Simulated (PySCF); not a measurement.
## Electronic structure of Ge4H10 (SMILES [GeH3][GeH]([GeH3])[GeH3]) in real space

Input file:

```
{"job": {"kind": "uv", "xc": "PBE0", "basis": "def2-SVPD", "ip": true}, "charge": 0, "multiplicity": 1}
Ge    -0.117498     2.202634    -0.770074
Ge     0.084951     0.157991     0.518141
Ge     2.017673    -1.132699    -0.176286
Ge    -1.930698    -1.153435     0.208077
H      1.107165     3.112240    -0.561411
H     -0.224326     1.856095    -2.267276
H     -1.385704     2.970112    -0.350724
H      0.232010     0.518331     2.013040
H      3.315513    -0.328634     0.027569
H      1.887897    -1.488413    -1.668507
H      2.109330    -2.438902     0.635296
H     -1.920064    -2.402795     1.109085
H     -3.178977    -0.312021     0.538697
H     -2.018041    -1.605255    -1.261708
```

Launched as:

```sh
OMP_NUM_THREADS=1 python probes_run.py task.json out
```

Geometry: PBE0-D3(BJ)/def2-SVP.

The calculation used PBE0/def2-SVPD, SCF density, gas phase in PySCF 2.14.0.

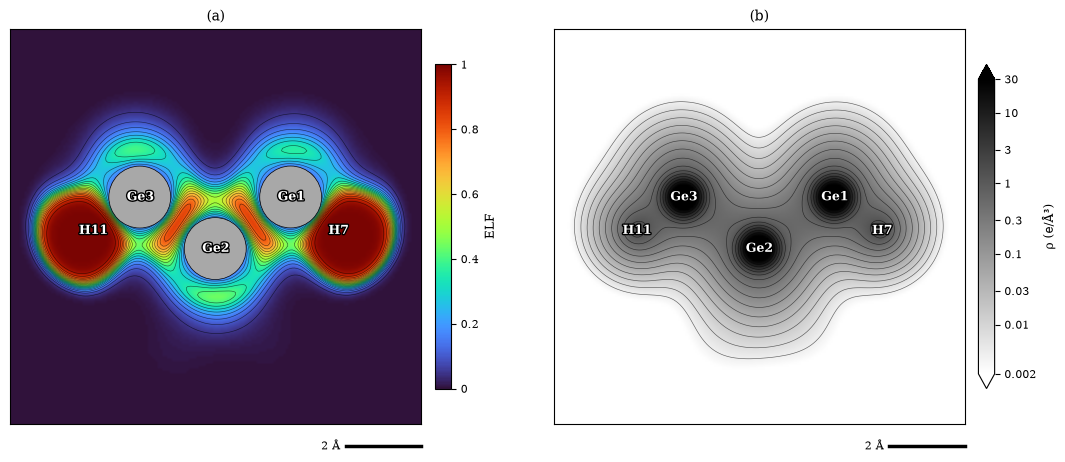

Figure 1. (a) ELF; (b) electron density on the plane of atoms Ge2, Ge1 and H7. Grey discs cover the atomic cores in the ELF map.

> Interpret the plot.

The plane passes through Ge and H nuclei. Ge–Ge (2.43 Å): the density is about 0.56 e/Å³ at the midpoint; the ELF peaks at about 0.85 between the atoms: localised, covalent bonding. Ge–H (1.54 Å): ρ is about 1 e/Å³ halfway; the ELF climbs to about 1 towards the hydrogen.

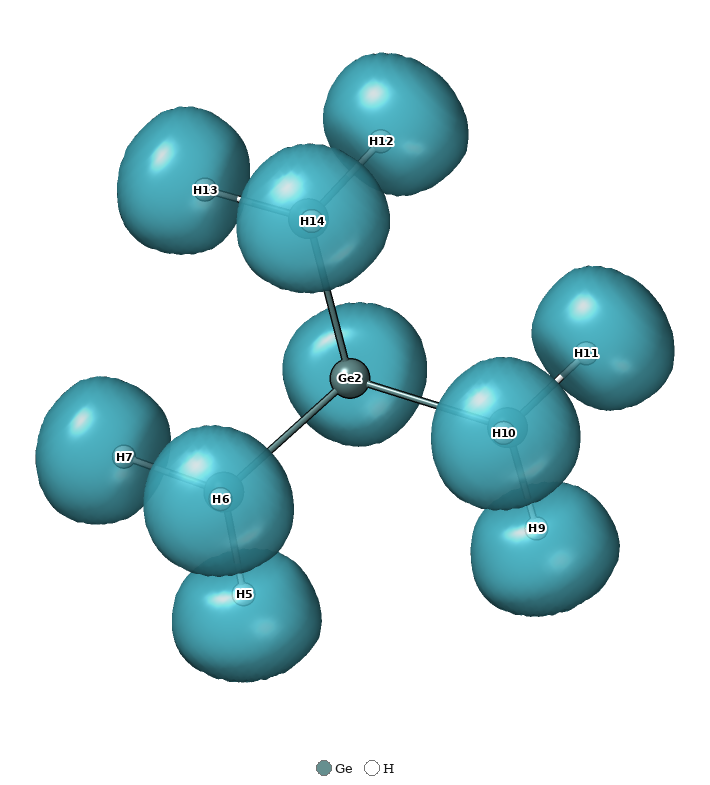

Figure 2. Isosurface of the electron localisation function at 0.9 (cyan), seen across its widest extent. Only the valence region is drawn (cores and ρ < 0.01 e/Å³ removed).

> What do the ELF domains correspond to?

The surface consists of ten regions around hydrogen nuclei.


Ge–Ge (2.42 Å): the ELF peaks at about 0.85 between the atoms, as expected for localised, covalent bonding.
